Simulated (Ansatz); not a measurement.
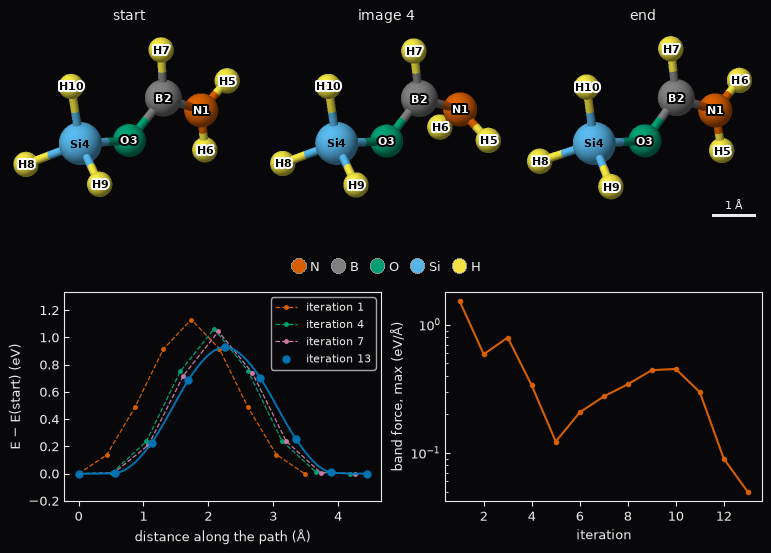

A search for the minimum-energy path of BSiNH6O by the nudged elastic band. Images are numbered from 0 (start) to 8 (end). The plot follows the band through its iterations. The picture is a ball-and-stick view, seen from a free direction.

The calculation used UKS BLYP/def2-SVP in Ansatz.

The input:
```yaml
crystal:
  periodic: [false, false, false]
  atoms:
    - { symbol: "N", position_ang: [-1.410151, 1.625863, -0.353247] }
    - { symbol: B, position_ang: [-0.207753, 0.892511, -0.305428] }
    - { symbol: O, position_ang: [-0.216678, -0.395461, 0.20366] }
    - { symbol: Si, position_ang: [0.959798, -1.578052, 0.4241] }
    - { symbol: H, position_ang: [-1.464237, 2.576619, -0.716378] }
    - { symbol: H, position_ang: [-2.301638, 1.246865, -0.025731] }
    - { symbol: H, position_ang: [0.821921, 1.405406, -0.712587] }
    - { symbol: H, position_ang: [0.990016, -1.961779, 1.873015] }
    - { symbol: H, position_ang: [0.596995, -2.782855, -0.391527] }
    - { symbol: H, position_ang: [2.314727, -1.080317, 0.007023] }
magnetization:
  spin_polarized: true
basis:
  gaussian: { orbitals: def2-SVP }
hamiltonian:
  xc: blyp
neb:
  order_check: false
  images: 7
  f_tol: 0.05
  max_iterations: 60
  initial_path: linear
  final_atoms:
    - { symbol: "N", position_ang: [-1.41231534, 1.62267345, -0.3606677] }
    - { symbol: B, position_ang: [-0.20297655, 0.90402529, -0.27370814] }
    - { symbol: O, position_ang: [-0.22542084, -0.41936247, 0.13280567] }
    - { symbol: Si, position_ang: [0.95709524, -1.58568215, 0.40067218] }
    - { symbol: H, position_ang: [-2.31999544, 1.21027744, -0.134812] }
    - { symbol: H, position_ang: [-1.4550277, 2.59701075, -0.65573816] }
    - { symbol: H, position_ang: [0.84478127, 1.45982098, -0.56008403] }
    - { symbol: H, position_ang: [1.00357296, -1.91294335, 1.86355908] }
    - { symbol: H, position_ang: [0.58497783, -2.821671, -0.36077491] }
    - { symbol: H, position_ang: [2.30830859, -1.10534893, -0.048352] }
```

Run as
```bash
ansatz run input.yaml --threads 2 --pin off --max-ram 3072MiB --backend cpu --events-out ev --progress --plain --runs-dir out
```

How did the profile develop, and is the result final?

Answer. The run is converged, with reservations. The band converged in 13 iterations. The largest component of the band force went from 1.5 to 0.05 eV/Å. The climbing image converged on the top of the path. Its curvatures weren't checked. The straight starting path can push atoms close together and costs iterations. The first iteration put the highest image at 1.13 eV. The two ends have the same energy, and the highest point, image 4, lies 0.93 eV above the start.

The run took 3.4 min on 2 threads of Intel(R) Xeon(R) Platinum 8375C CPU @ 2.90GHz (Ice Lake) (shared host), peak memory 0.17 GiB.
